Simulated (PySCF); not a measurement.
## Run report: C₃H₁₁PSi₂, NMR shielding calculation

The run: NMR shielding calculation of C₃H₁₁PSi₂. Method and program: GIAO PBE0/pcSseg-1 NMR shielding, non-relativistic, gas phase (PySCF 2.14.0).

The geometry comes from this level: PBE0-D3(BJ)/def2-SVP. It belongs to a series of runs on one base structure; here: constitutional isomer. Figures and captions count atoms from 1; the log counts them from 0 in places.

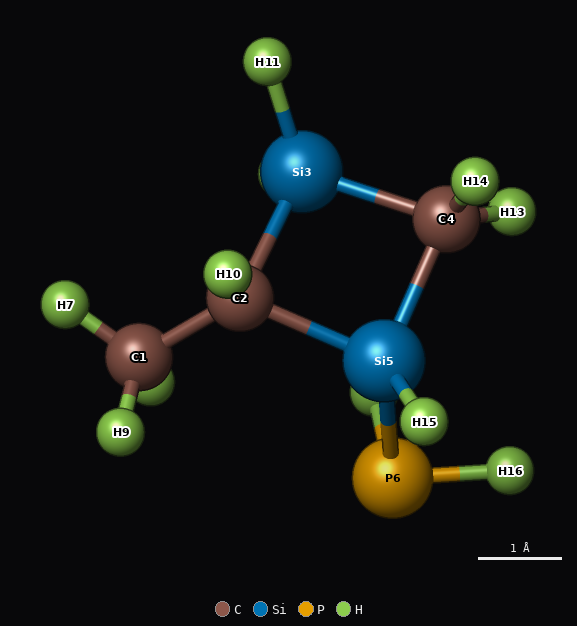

The structure (ball-and-stick view, seen at a tilt; atoms are numbered from 1 in the order of the input). Bond lengths as drawn: C–C 1.52 Å, C–H 1.10 to 1.11 Å, C–Si 1.90 to 1.91 Å, H–P 1.43 Å, H–Si 1.50 Å and P–Si 2.27 Å.

### Results in brief

- outcome: converged
- total energy: −1040.711007 hartree
- HOMO: −7.24 eV
- LUMO: 0.05 eV
- dipole moment: 1.23 D
- isotropic shielding, C: 171.3 to 187.2 ppm
- isotropic shielding, Si: 352.2 to 377.9 ppm
- isotropic shielding, P: 587.3 ppm
- isotropic shielding, H: 26.0 to 31.1 ppm
- hardware: 1 CPU thread, shared host
- wall time: 25 s
- peak memory: 0.87 GiB

### The input
```
{"job": {"kind": "nmr", "xc": "PBE0", "basis": "pcSseg-1"}, "charge": 0, "multiplicity": 1}
C     -0.809483    -1.992291    -0.483370
C     -0.850792    -0.677749     0.281860
Si    -1.163003     0.999639    -0.577602
C      0.057077     1.859715     0.604217
Si     0.724443     0.123731     1.010757
P      2.528376    -0.518129    -0.203091
H     -1.786969    -2.240359    -0.928128
H     -0.079806    -1.955563    -1.308168
H     -0.522056    -2.836105     0.164303
H     -1.579128    -0.733646     1.114863
H     -2.571282     1.507544    -0.570716
H     -0.663791     0.993948    -1.988774
H      0.752008     2.605276     0.193949
H     -0.464186     2.302957     1.469822
H      1.027287    -0.159688     2.450433
H      3.312454     0.607099     0.201210
H      2.054009     0.125409    -1.389083
```

The first line tells a small driver script what to run in PySCF; the rest is the geometry in Å.

### The program's output
```
coarse grid: 14952 points
cycle   1  E = -1040.6180915823  dE =  2.885e-01  |g| = 4.694e-01  |ddm| = 3.680e+00
cycle   2  E = -1040.5825960297  dE =  3.550e-02  |g| = 5.846e-01  |ddm| = 1.055e+00
cycle   3  E = -1040.6753562832  dE = -9.276e-02  |g| = 5.261e-02  |ddm| = 6.908e-01
cycle   4  E = -1040.6760296991  dE = -6.734e-04  |g| = 2.439e-02  |ddm| = 1.227e-01
cycle   5  E = -1040.6761883562  dE = -1.587e-04  |g| = 3.840e-03  |ddm| = 3.538e-02
cycle   6  E = -1040.6761912942  dE = -2.938e-06  |g| = 1.838e-03  |ddm| = 6.569e-03
final grid: 128496 points
cycle   7  E = -1040.7109911792  dE = -2.057e-05  |g| = 7.633e-03  |ddm| = 2.810e-02
cycle   8  E = -1040.7109796173  dE =  1.156e-05  |g| = 9.956e-03  |ddm| = 2.091e-02
cycle   9  E = -1040.7110067901  dE = -2.717e-05  |g| = 6.376e-04  |ddm| = 1.252e-02
cycle  10  E = -1040.7110068844  dE = -9.427e-08  |g| = 1.913e-04  |ddm| = 8.963e-04
cycle  11  E = -1040.7110068931  dE = -8.729e-09  |g| = 3.061e-05  |ddm| = 1.725e-04
cycle  12  E = -1040.7110068933  dE = -1.792e-10  |g| = 1.128e-05  |ddm| = 4.921e-05
```

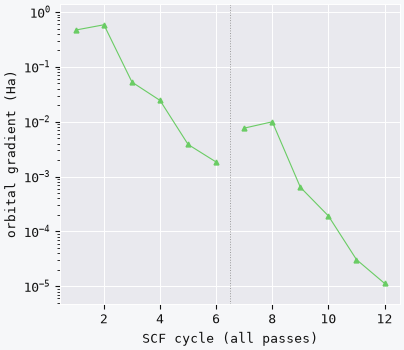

Convergence of the self-consistent field: orbital gradient against the SCF cycle. The dotted line marks the change from a coarse to the final integration grid. The first 6 cycles use a coarse grid, the final grid takes over at cycle 7, and the field converges after 12 cycles in all.

```
converged SCF energy = -1040.7110068933

GIAO shielding tensors (ppm)
atom      isotropic    diamagn.    paramagn.     s11        s22        s33       span
  0 C      171.262     242.541     -71.279    163.463    164.222    186.101     22.638
  1 C      175.397     258.480     -83.083    154.169    173.404    198.617     44.448
  2 Si     377.907     880.971    -503.064    341.524    363.486    428.713     87.189
  3 C      187.237     260.446     -73.210    173.783    190.272    197.655     23.872
  4 Si     352.212     881.691    -529.479    302.261    356.670    397.706     95.445
  5 P      587.258     967.527    -380.269    550.132    572.282    639.360     89.228
  6 H       30.086      28.005       2.081     24.856     27.505     37.898     13.042
  7 H       30.285      29.695       0.590     25.405     30.643     34.807      9.402
  8 H       30.084      28.373       1.711     25.502     27.130     37.619     12.117
  9 H       30.091      32.392      -2.301     25.713     29.287     35.274      9.561
 10 H       26.390      29.448      -3.058     22.643     24.093     32.434      9.791
 11 H       26.643      30.200      -3.557     24.182     24.944     30.802      6.620
 12 H       31.074      31.721      -0.647     26.119     28.414     38.689     12.570
 13 H       30.675      31.271      -0.596     26.569     27.240     38.216     11.647
 14 H       25.960      29.953      -3.993     23.063     23.506     31.311      8.247
 15 H       29.683      29.432       0.251     25.200     26.234     37.615     12.415
 16 H       29.397      30.508      -1.111     24.380     28.348     35.462     11.082
```

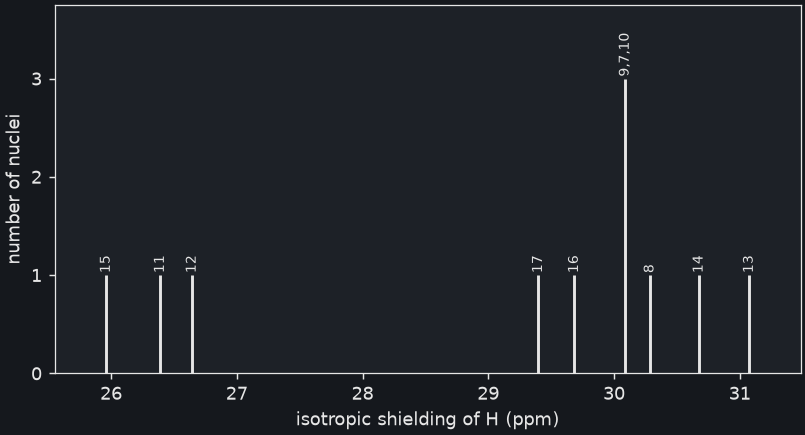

Isotropic shieldings of the hydrogen nuclei in this fixed geometry, labelled by atom number; shielding grows to the right, so chemical shift grows to the left. The least shielded is H15 (26.0 ppm), the most shielded H13 (31.1 ppm).

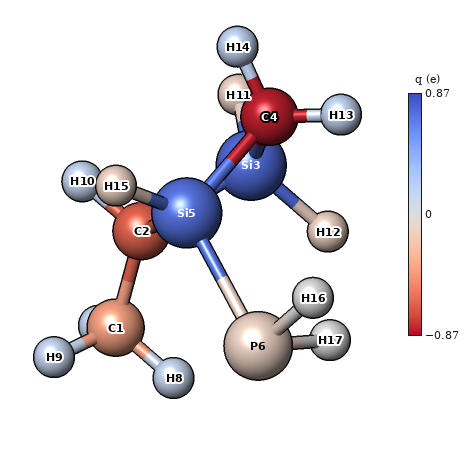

IAO charges, as the colour of each atom (ball-and-stick view, seen at a tilt; atoms are numbered from 1 in the order of the input). By element: C −0.83 to −0.40, Si +0.71 to +0.73, P −0.11 and H −0.12 to +0.16 e.
